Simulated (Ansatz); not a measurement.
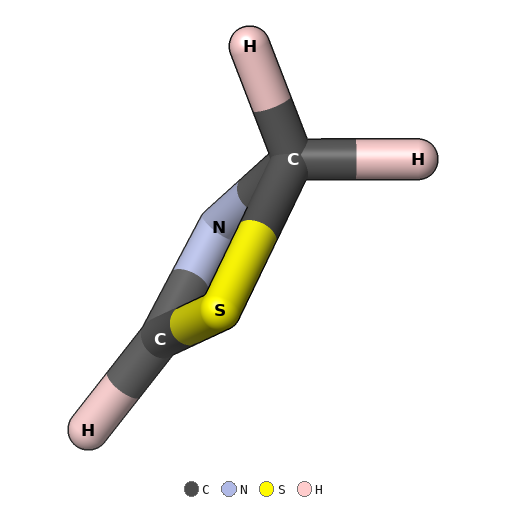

The structure as it stands in the input.

Input file:

```yaml
crystal:
  periodic: [false, false, false]
  atoms:
    - {symbol: C, position_ang: [-0.917514, 0.347482, -0.368971]}
    - {symbol: N, position_ang: [-0.004987, 0.892119, 0.134796]}
    - {symbol: C, position_ang: [0.730720, -0.212325, 0.289606]}
    - {symbol: S, position_ang: [-0.466779, -1.197732, -0.415554]}
    - {symbol: H, position_ang: [-1.770359, 0.758904, -0.689823]}
    - {symbol: H, position_ang: [0.903498, -0.446925, 1.249395]}
    - {symbol: H, position_ang: [1.581632, -0.204174, -0.241401]}
basis:
  gaussian: {orbitals: def2-SVP}
hamiltonian: {xc: {name: HF}}
correlation: {method: ccsd}
```

Command:

```sh
ansatz run in.yaml --threads 2 --pin off --events-out ev --progress --plain --max-ram 4352MiB
```

What the program printed:

```
Functional definition: HF
  name "HF"
  cite "Fock, Z. Phys. 61, 126 (1930) doi:10.1007/BF01340294"
  parent pbe
  exchange = exact_x
  correlation = 0
743 factors; integrals over basis functions are off by at most 1.2e-3 eV
mean field evaluation 1: about -14395.0259 eV, gradient 3.1e1 eV
mean field evaluation 2: about -14395.0338 eV, gradient 3.1e1 eV
mean field evaluation 4: about -14397.5868 eV, gradient 3.3e0 eV
mean field evaluation 8: about -14397.6453 eV, gradient 1.5e-1 eV
mean field evaluation 16: about -14397.6311 eV, gradient 8.9e-1 eV
mean field -14397.64547742 eV, -529.1037122206 hartree, gradient 1.6e-6 eV, S^2 0.000000; 0 other end points of the search recorded, 0 dependent functions left out
8 core orbitals not correlated: weight in the atoms' cores, before any rotation towards them, 1.000 or more for the frozen orbitals, at most 0.000 for the correlated occupied ones
reference -14397.64547742 eV, -529.1037122206 hartree; 11, 11 occupied and 56, 56 virtual orbitals, 743 factors
second order -14.79256650 eV of doubles, -0.00000000 eV of singles
cycle   1  -15.16231601 eV  change   -3.7e-1 eV  update   8.4e-2
cycle   2  -15.55680850 eV  change   -3.9e-1 eV  update   2.4e-2
cycle   3  -15.63029240 eV  change   -7.3e-2 eV  update   1.2e-2
cycle   4  -15.62491209 eV  change    5.4e-3 eV  update   3.0e-3
cycle   5  -15.62559018 eV  change   -6.8e-4 eV  update   1.4e-3
cycle   6  -15.62545817 eV  change    1.3e-4 eV  update   4.2e-4
cycle   7  -15.62527801 eV  change    1.8e-4 eV  update   1.8e-4
cycle   8  -15.62526652 eV  change    1.1e-5 eV  update   5.9e-5
cycle   9  -15.62526545 eV  change    1.1e-6 eV  update   1.8e-5
Total energy: -14413.27074287 eV, -529.6779301348 hartree
```

Self-consistency was reached.
